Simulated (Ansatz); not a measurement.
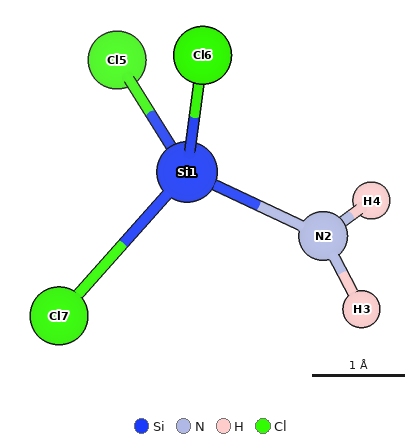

*The structure as given in the input (ball-and-stick view, seen at a tilt; atoms are numbered from 1 in the order of the input).*

Bond lengths as drawn: Cl–Si 2.16 to 2.17 Å, H–N 1.01 Å and N–Si 1.72 Å.

Run report: SiNH2Cl3, molecular dynamics (part 1 of 2)

SiNH2Cl3, computed with RKS B3LYP-D4/6-31G (Ansatz 0.2.0).

It belongs to a series of runs on one base structure; here: dynamics from the start. Figures and captions count atoms from 1; the log counts them from 0 in places.

### Output
```
Engine: ansatz 0.2.0, x86_64-unknown-linux-gnu
Functional definition: B3LYP
  parameter a0 = 0.2
  parameter ax = 0.72
  parameter ac = 0.81
  exchange = (1 - a0 - ax)*slater_x + ax*b88_x + a0*exact_x
  correlation = (1 - ac)*vwn_rpa_c + ac*lyp_c
808 factors; integrals over basis functions are off by at most 1.6e-4 eV
mean field evaluation 1: about -46962.6085 eV, gradient 5.5e1 eV
mean field evaluation 2: about -46950.7472 eV, gradient 8.7e1 eV
mean field evaluation 4: about -46969.1884 eV, gradient 4.5e0 eV
mean field evaluation 8: about -46969.2533 eV, gradient 1.1e-2 eV
mean field -46969.25328424 eV, -1726.0882212924 hartree, gradient 1.1e-5 eV, S^2 0.000000; 0 other end points of the search recorded, 0 dependent functions left out
the calculation of the forces begins
reference -46969.25353449 eV, -1726.0882304891 hartree; 37, 37 occupied and 28, 28 virtual orbitals, 808 factors
md step     0: t =     0.00 fs  T =   857.1 K  F+E_penalty+E_count = -46969.67897889 eV  E_kin = 0.775560 eV  (23 SCF iters)
these checks for a lower state are left out or cut short: starts, cluster_reference, orbital_swaps, neighbouring_geometries, increment
808 factors; integrals over basis functions are off by at most 1.5e-4 eV
mean field evaluation 16: about -46969.2240 eV, gradient 1.5e0 eV
mean field -46969.23036908 eV, -1726.0873791760 hartree, gradient 2.5e-5 eV, S^2 0.000000; 0 other end points of the search recorded, 0 dependent functions left out
the calculation of the forces begins
reference -46969.23061827 eV, -1726.0873883334 hartree; 37, 37 occupied and 28, 28 virtual orbitals, 808 factors
md step     1: t =     0.50 fs  T =   827.3 K  F+E_penalty+E_count = -46969.65698638 eV  E_kin = 0.748574 eV  (25 SCF iters, 3 dispersion substeps)
[... from here on the SCF iterations and repeated set-up lines of each step are left out, up to the last step ...]
md step     2: t =     1.00 fs  T =   770.4 K  F+E_penalty+E_count = -46969.59866690 eV  E_kin = 0.697032 eV  (25 SCF iters, 3 dispersion substeps)
md step     3: t =     1.50 fs  T =   695.9 K  F+E_penalty+E_count = -46969.53210570 eV  E_kin = 0.629682 eV  (25 SCF iters, 3 dispersion substeps)
md step     4: t =     2.00 fs  T =   643.9 K  F+E_penalty+E_count = -46969.49025040 eV  E_kin = 0.582597 eV  (25 SCF iters, 3 dispersion substeps)
md step     5: t =     2.50 fs  T =   661.4 K  F+E_penalty+E_count = -46969.49141331 eV  E_kin = 0.598415 eV  (25 SCF iters, 3 dispersion substeps)
md step     6: t =     3.00 fs  T =   708.9 K  F+E_penalty+E_count = -46969.52640811 eV  E_kin = 0.641463 eV  (25 SCF iters, 3 dispersion substeps)
md step     7: t =     3.50 fs  T =   740.1 K  F+E_penalty+E_count = -46969.56107171 eV  E_kin = 0.669702 eV  (25 SCF iters, 3 dispersion substeps)
md step     8: t =     4.00 fs  T =   726.3 K  F+E_penalty+E_count = -46969.56748916 eV  E_kin = 0.657182 eV  (25 SCF iters, 3 dispersion substeps)
md step     9: t =     4.50 fs  T =   688.8 K  F+E_penalty+E_count = -46969.53672634 eV  E_kin = 0.623216 eV  (25 SCF iters, 3 dispersion substeps)
md step    10: t =     5.00 fs  T =   634.3 K  F+E_penalty+E_count = -46969.47614587 eV  E_kin = 0.573914 eV  (25 SCF iters, 3 dispersion substeps)
md step    11: t =     5.50 fs  T =   541.2 K  F+E_penalty+E_count = -46969.40640195 eV  E_kin = 0.489676 eV  (25 SCF iters, 3 dispersion substeps)
md step    12: t =     6.00 fs  T =   473.8 K  F+E_penalty+E_count = -46969.34724388 eV  E_kin = 0.428730 eV  (25 SCF iters, 3 dispersion substeps)
md step    13: t =     6.50 fs  T =   442.3 K  F+E_penalty+E_count = -46969.31032032 eV  E_kin = 0.400190 eV  (25 SCF iters, 3 dispersion substeps)
md step    14: t =     7.00 fs  T =   420.3 K  F+E_penalty+E_count = -46969.30150217 eV  E_kin = 0.380252 eV  (22 SCF iters, 3 dispersion substeps)
md step    15: t =     7.50 fs  T =   448.4 K  F+E_penalty+E_count = -46969.31865740 eV  E_kin = 0.405757 eV  (26 SCF iters, 3 dispersion substeps)
md step    16: t =     8.00 fs  T =   484.9 K  F+E_penalty+E_count = -46969.35264830 eV  E_kin = 0.438772 eV  (25 SCF iters, 3 dispersion substeps)
md step    17: t =     8.50 fs  T =   520.7 K  F+E_penalty+E_count = -46969.38864671 eV  E_kin = 0.471175 eV  (25 SCF iters, 3 dispersion substeps)
md step    18: t =     9.00 fs  T =   527.1 K  F+E_penalty+E_count = -46969.40768580 eV  E_kin = 0.476950 eV  (24 SCF iters, 3 dispersion substeps)
md step    19: t =     9.50 fs  T =   505.3 K  F+E_penalty+E_count = -46969.39710283 eV  E_kin = 0.457231 eV  (25 SCF iters, 3 dispersion substeps)
md step    20: t =    10.00 fs  T =   468.2 K  F+E_penalty+E_count = -46969.35803536 eV  E_kin = 0.423636 eV  (25 SCF iters, 3 dispersion substeps)
md step    21: t =    10.50 fs  T =   414.6 K  F+E_penalty+E_count = -46969.30753986 eV  E_kin = 0.375158 eV  (25 SCF iters, 3 dispersion substeps)
md step    22: t =    11.00 fs  T =   371.9 K  F+E_penalty+E_count = -46969.27463190 eV  E_kin = 0.336518 eV  (26 SCF iters, 3 dispersion substeps)
md step    23: t =    11.50 fs  T =   381.5 K  F+E_penalty+E_count = -46969.28299840 eV  E_kin = 0.345212 eV  (25 SCF iters, 3 dispersion substeps)
md step    24: t =    12.00 fs  T =   431.9 K  F+E_penalty+E_count = -46969.33287517 eV  E_kin = 0.390754 eV  (25 SCF iters, 3 dispersion substeps)
md step    25: t =    12.50 fs  T =   497.1 K  F+E_penalty+E_count = -46969.39638083 eV  E_kin = 0.449771 eV  (25 SCF iters, 3 dispersion substeps)
md step    26: t =    13.00 fs  T =   538.7 K  F+E_penalty+E_count = -46969.44409781 eV  E_kin = 0.487471 eV  (25 SCF iters, 3 dispersion substeps)
md step    27: t =    13.50 fs  T =   560.0 K  F+E_penalty+E_count = -46969.46075864 eV  E_kin = 0.506699 eV  (25 SCF iters, 3 dispersion substeps)
md step    28: t =    14.00 fs  T =   529.8 K  F+E_penalty+E_count = -46969.44673490 eV  E_kin = 0.479411 eV  (25 SCF iters, 3 dispersion substeps)
md step    29: t =    14.50 fs  T =   478.1 K  F+E_penalty+E_count = -46969.41510170 eV  E_kin = 0.432603 eV  (25 SCF iters, 3 dispersion substeps)
md step    30: t =    15.00 fs  T =   455.1 K  F+E_penalty+E_count = -46969.38183192 eV  E_kin = 0.411757 eV  (25 SCF iters, 3 dispersion substeps)
md step    31: t =    15.50 fs  T =   429.5 K  F+E_penalty+E_count = -46969.36035352 eV  E_kin = 0.388587 eV  (26 SCF iters, 3 dispersion substeps)
md step    32: t =    16.00 fs  T =   431.0 K  F+E_penalty+E_count = -46969.35872576 eV  E_kin = 0.390007 eV  (26 SCF iters, 3 dispersion substeps)
md step    33: t =    16.50 fs  T =   450.0 K  F+E_penalty+E_count = -46969.37946190 eV  E_kin = 0.407151 eV  (26 SCF iters, 3 dispersion substeps)
md step    34: t =    17.00 fs  T =   502.0 K  F+E_penalty+E_count = -46969.41925923 eV  E_kin = 0.454202 eV  (26 SCF iters, 3 dispersion substeps)
md step    35: t =    17.50 fs  T =   555.1 K  F+E_penalty+E_count = -46969.46640542 eV  E_kin = 0.502282 eV  (25 SCF iters, 3 dispersion substeps)
md step    36: t =    18.00 fs  T =   602.5 K  F+E_penalty+E_count = -46969.50592767 eV  E_kin = 0.545180 eV  (26 SCF iters, 3 dispersion substeps)
md step    37: t =    18.50 fs  T =   609.8 K  F+E_penalty+E_count = -46969.52390621 eV  E_kin = 0.551721 eV  (24 SCF iters, 3 dispersion substeps)
md step    38: t =    19.00 fs  T =   587.7 K  F+E_penalty+E_count = -46969.51236877 eV  E_kin = 0.531718 eV  (25 SCF iters, 3 dispersion substeps)
md step    39: t =    19.50 fs  T =   546.9 K  F+E_penalty+E_count = -46969.47519463 eV  E_kin = 0.494891 eV  (25 SCF iters, 3 dispersion substeps)
md step    40: t =    20.00 fs  T =   499.6 K  F+E_penalty+E_count = -46969.42838371 eV  E_kin = 0.452091 eV  (25 SCF iters, 3 dispersion substeps)
md step    41: t =    20.50 fs  T =   469.8 K  F+E_penalty+E_count = -46969.39109221 eV  E_kin = 0.425098 eV  (25 SCF iters, 3 dispersion substeps)
md step    42: t =    21.00 fs  T =   452.4 K  F+E_penalty+E_count = -46969.37681214 eV  E_kin = 0.409329 eV  (25 SCF iters, 3 dispersion substeps)
md step    43: t =    21.50 fs  T =   464.7 K  F+E_penalty+E_count = -46969.38164553 eV  E_kin = 0.420467 eV  (25 SCF iters, 3 dispersion substeps)
md step    44: t =    22.00 fs  T =   470.8 K  F+E_penalty+E_count = -46969.39059706 eV  E_kin = 0.426010 eV  (25 SCF iters, 3 dispersion substeps)
md step    45: t =    22.50 fs  T =   471.0 K  F+E_penalty+E_count = -46969.38776849 eV  E_kin = 0.426171 eV  (25 SCF iters, 3 dispersion substeps)
md step    46: t =    23.00 fs  T =   429.5 K  F+E_penalty+E_count = -46969.36509869 eV  E_kin = 0.388646 eV  (25 SCF iters, 3 dispersion substeps)
md step    47: t =    23.50 fs  T =   393.8 K  F+E_penalty+E_count = -46969.32413828 eV  E_kin = 0.356323 eV  (25 SCF iters, 3 dispersion substeps)
md step    48: t =    24.00 fs  T =   343.2 K  F+E_penalty+E_count = -46969.27351064 eV  E_kin = 0.310524 eV  (25 SCF iters, 3 dispersion substeps)
md step    49: t =    24.50 fs  T =   298.3 K  F+E_penalty+E_count = -46969.22459053 eV  E_kin = 0.269904 eV  (25 SCF iters, 3 dispersion substeps)
md step    50: t =    25.00 fs  T =   247.9 K  F+E_penalty+E_count = -46969.18688764 eV  E_kin = 0.224318 eV  (26 SCF iters, 3 dispersion substeps)
md step    51: t =    25.50 fs  T =   219.2 K  F+E_penalty+E_count = -46969.16765947 eV  E_kin = 0.198332 eV  (26 SCF iters, 3 dispersion substeps)
md step    52: t =    26.00 fs  T =   216.1 K  F+E_penalty+E_count = -46969.16986166 eV  E_kin = 0.195562 eV  (26 SCF iters, 3 dispersion substeps)
md step    53: t =    26.50 fs  T =   237.1 K  F+E_penalty+E_count = -46969.18900805 eV  E_kin = 0.214528 eV  (26 SCF iters, 3 dispersion substeps)
md step    54: t =    27.00 fs  T =   259.9 K  F+E_penalty+E_count = -46969.21622401 eV  E_kin = 0.235158 eV  (26 SCF iters, 3 dispersion substeps)
md step    55: t =    27.50 fs  T =   284.6 K  F+E_penalty+E_count = -46969.24100679 eV  E_kin = 0.257469 eV  (25 SCF iters, 3 dispersion substeps)
md step    56: t =    28.00 fs  T =   295.5 K  F+E_penalty+E_count = -46969.25169350 eV  E_kin = 0.267417 eV  (24 SCF iters, 3 dispersion substeps)
md step    57: t =    28.50 fs  T =   290.1 K  F+E_penalty+E_count = -46969.24214253 eV  E_kin = 0.262458 eV  (25 SCF iters, 3 dispersion substeps)
md step    58: t =    29.00 fs  T =   268.6 K  F+E_penalty+E_count = -46969.21762140 eV  E_kin = 0.242996 eV  (25 SCF iters, 3 dispersion substeps)
md step    59: t =    29.50 fs  T =   237.3 K  F+E_penalty+E_count = -46969.19261249 eV  E_kin = 0.214705 eV  (25 SCF iters, 3 dispersion substeps)
md step    60: t =    30.00 fs  T =   238.1 K  F+E_penalty+E_count = -46969.18602139 eV  E_kin = 0.215428 eV  (25 SCF iters, 3 dispersion substeps)
md step    61: t =    30.50 fs  T =   252.0 K  F+E_penalty+E_count = -46969.21121376 eV  E_kin = 0.228008 eV  (25 SCF iters, 3 dispersion substeps)
md step    62: t =    31.00 fs  T =   307.4 K  F+E_penalty+E_count = -46969.26320958 eV  E_kin = 0.278140 eV  (25 SCF iters, 3 dispersion substeps)
md step    63: t =    31.50 fs  T =   376.5 K  F+E_penalty+E_count = -46969.32322180 eV  E_kin = 0.340662 eV  (25 SCF iters, 3 dispersion substeps)
md step    64: t =    32.00 fs  T =   425.9 K  F+E_penalty+E_count = -46969.36879248 eV  E_kin = 0.385374 eV  (25 SCF iters, 3 dispersion substeps)
md step    65: t =    32.50 fs  T =   434.8 K  F+E_penalty+E_count = -46969.38687394 eV  E_kin = 0.393431 eV  (26 SCF iters, 3 dispersion substeps)
md step    66: t =    33.00 fs  T =   442.0 K  F+E_penalty+E_count = -46969.38044408 eV  E_kin = 0.399899 eV  (26 SCF iters, 3 dispersion substeps)
md step    67: t =    33.50 fs  T =   412.7 K  F+E_penalty+E_count = -46969.35974756 eV  E_kin = 0.373435 eV  (26 SCF iters, 3 dispersion substeps)
md step    68: t =    34.00 fs  T =   388.6 K  F+E_penalty+E_count = -46969.33863856 eV  E_kin = 0.351628 eV  (26 SCF iters, 3 dispersion substeps)
md step    69: t =    34.50 fs  T =   357.7 K  F+E_penalty+E_count = -46969.32711566 eV  E_kin = 0.323692 eV  (26 SCF iters, 3 dispersion substeps)
md step    70: t =    35.00 fs  T =   370.9 K  F+E_penalty+E_count = -46969.33210274 eV  E_kin = 0.335599 eV  (25 SCF iters, 3 dispersion substeps)
md step    71: t =    35.50 fs  T =   394.5 K  F+E_penalty+E_count = -46969.35513794 eV  E_kin = 0.356970 eV  (25 SCF iters, 3 dispersion substeps)
md step    72: t =    36.00 fs  T =   430.6 K  F+E_penalty+E_count = -46969.38977887 eV  E_kin = 0.389655 eV  (25 SCF iters, 3 dispersion substeps)
md step    73: t =    36.50 fs  T =   481.3 K  F+E_penalty+E_count = -46969.42590753 eV  E_kin = 0.435518 eV  (24 SCF iters, 3 dispersion substeps)
md step    74: t =    37.00 fs  T =   501.1 K  F+E_penalty+E_count = -46969.45043201 eV  E_kin = 0.453450 eV  (25 SCF iters, 3 dispersion substeps)
md step    75: t =    37.50 fs  T =   507.6 K  F+E_penalty+E_count = -46969.45105585 eV  E_kin = 0.459277 eV  (25 SCF iters, 3 dispersion substeps)
md step    76: t =    38.00 fs  T =   472.3 K  F+E_penalty+E_count = -46969.42331818 eV  E_kin = 0.427346 eV  (25 SCF iters, 3 dispersion substeps)
md step    77: t =    38.50 fs  T =   432.7 K  F+E_penalty+E_count = -46969.37619446 eV  E_kin = 0.391504 eV  (25 SCF iters, 3 dispersion substeps)
md step    78: t =    39.00 fs  T =   374.4 K  F+E_penalty+E_count = -46969.32864891 eV  E_kin = 0.338749 eV  (25 SCF iters, 3 dispersion substeps)
md step    79: t =    39.50 fs  T =   333.2 K  F+E_penalty+E_count = -46969.29975576 eV  E_kin = 0.301510 eV  (25 SCF iters, 3 dispersion substeps)
md step    80: t =    40.00 fs  T =   331.0 K  F+E_penalty+E_count = -46969.29599068 eV  E_kin = 0.299508 eV  (25 SCF iters, 3 dispersion substeps)
md step    81: t =    40.50 fs  T =   343.8 K  F+E_penalty+E_count = -46969.30958349 eV  E_kin = 0.311118 eV  (25 SCF iters, 3 dispersion substeps)
md step    82: t =    41.00 fs  T =   350.3 K  F+E_penalty+E_count = -46969.32257036 eV  E_kin = 0.316914 eV  (25 SCF iters, 3 dispersion substeps)
md step    83: t =    41.50 fs  T =   349.9 K  F+E_penalty+E_count = -46969.32022216 eV  E_kin = 0.316594 eV  (25 SCF iters, 3 dispersion substeps)
md step    84: t =    42.00 fs  T =   316.4 K  F+E_penalty+E_count = -46969.29887518 eV  E_kin = 0.286312 eV  (25 SCF iters, 3 dispersion substeps)
md step    85: t =    42.50 fs  T =   274.2 K  F+E_penalty+E_count = -46969.26458834 eV  E_kin = 0.248071 eV  (25 SCF iters, 3 dispersion substeps)
md step    86: t =    43.00 fs  T =   238.2 K  F+E_penalty+E_count = -46969.22731397 eV  E_kin = 0.215510 eV  (25 SCF iters, 3 dispersion substeps)
md step    87: t =    43.50 fs  T =   208.6 K  F+E_penalty+E_count = -46969.19813215 eV  E_kin = 0.188719 eV  (25 SCF iters, 3 dispersion substeps)
md step    88: t =    44.00 fs  T =   192.4 K  F+E_penalty+E_count = -46969.18666080 eV  E_kin = 0.174071 eV  (26 SCF iters, 3 dispersion substeps)
md step    89: t =    44.50 fs  T =   202.1 K  F+E_penalty+E_count = -46969.19606547 eV  E_kin = 0.182861 eV  (22 SCF iters, 3 dispersion substeps)
md step    90: t =    45.00 fs  T =   231.8 K  F+E_penalty+E_count = -46969.22408208 eV  E_kin = 0.209706 eV  (26 SCF iters, 3 dispersion substeps)
md step    91: t =    45.50 fs  T =   266.1 K  F+E_penalty+E_count = -46969.26272038 eV  E_kin = 0.240743 eV  (26 SCF iters, 3 dispersion substeps)
md step    92: t =    46.00 fs  T =   312.8 K  F+E_penalty+E_count = -46969.30079114 eV  E_kin = 0.283049 eV  (25 SCF iters, 3 dispersion substeps)
md step    93: t =    46.50 fs  T =   340.2 K  F+E_penalty+E_count = -46969.32781699 eV  E_kin = 0.307842 eV  (25 SCF iters, 3 dispersion substeps)
md step    94: t =    47.00 fs  T =   354.8 K  F+E_penalty+E_count = -46969.33495150 eV  E_kin = 0.321004 eV  (26 SCF iters, 3 dispersion substeps)
md step    95: t =    47.50 fs  T =   331.2 K  F+E_penalty+E_count = -46969.32109477 eV  E_kin = 0.299633 eV  (26 SCF iters, 3 dispersion substeps)
md step    96: t =    48.00 fs  T =   313.1 K  F+E_penalty+E_count = -46969.29761206 eV  E_kin = 0.283264 eV  (24 SCF iters, 3 dispersion substeps)
md step    97: t =    48.50 fs  T =   283.6 K  F+E_penalty+E_count = -46969.28240311 eV  E_kin = 0.256608 eV  (25 SCF iters, 3 dispersion substeps)
md step    98: t =    49.00 fs  T =   282.9 K  F+E_penalty+E_count = -46969.28994181 eV  E_kin = 0.255990 eV  (25 SCF iters, 3 dispersion substeps)
```
